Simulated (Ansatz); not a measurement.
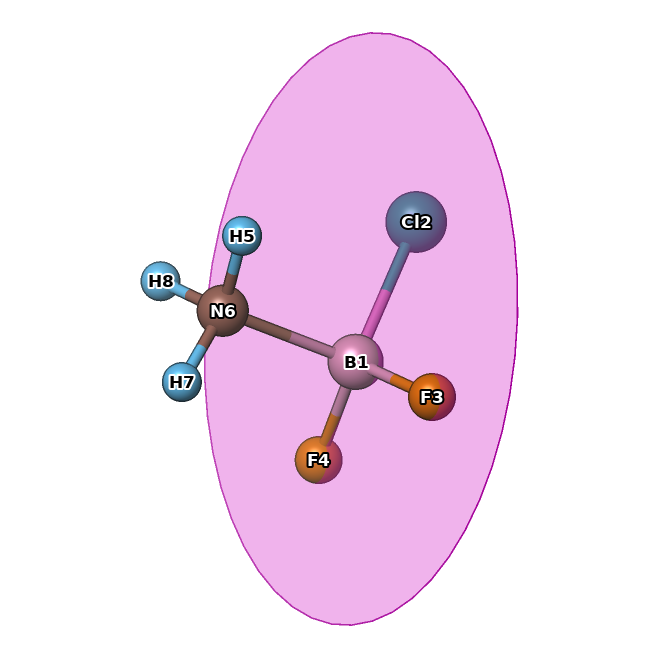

A disc through the centre of mass is drawn in. Depth is shown by fading: the farther an atom, the more it takes the colour of the background. The geometry was computed by an optimisation with PBE0-D4/def2-TZVP.

> Is the plane of the disc a mirror plane of the structure?

No. The point group is Cs, with 1 mirror plane, and this plane isn't one of its mirror planes.
